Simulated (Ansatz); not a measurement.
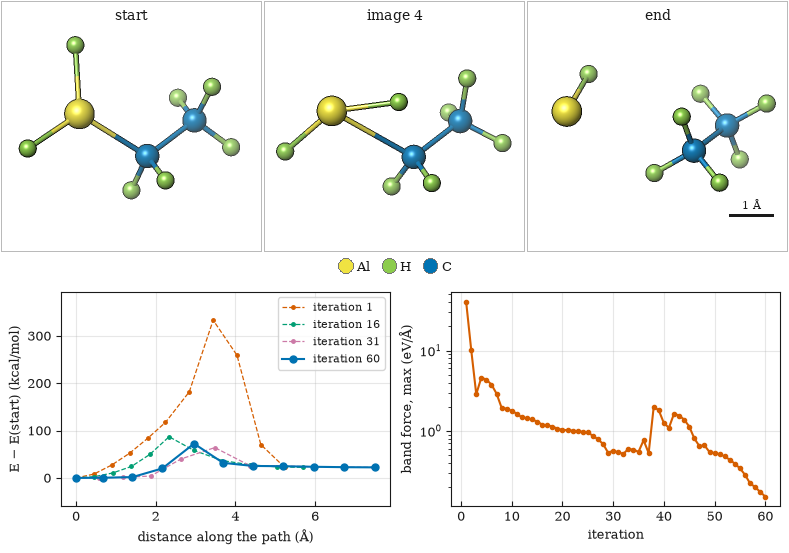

NEB run on C$_{2}$H$_{7}$Al. Images are numbered from 0 (start) to 10 (end). The plot follows the band through its iterations. A ball-and-stick model, seen at a tilt.

The calculation used RKS PBE0-D4/def2-SVPD (Ansatz). Settings: 9 movable images; climbing image; force threshold 0.05 eV/Å; iteration limit 60; optimiser FIRE; starting path through a guess of the saddle point.

> How did the profile develop, and is the result final?

The result isn't final. The band hadn't converged when the run stopped after 60 iterations. The largest component of the band force went from 41 to 0.15 eV/Å. The barrier read from it is provisional, though the highest image hardly moved in the last two iterations. The first iteration put the highest image at 333.2 kcal/mol. Forward barrier 72.4 kcal/mol, backward barrier 50.1 kcal/mol, with image 4 at the top; the reaction energy is +22.3 kcal/mol.

Cost: 10 min on 4 threads of Intel(R) Xeon(R) Platinum 8259CL CPU @ 2.50GHz (Skylake/Cascade Lake) (shared host), peak memory 0.29 GiB.
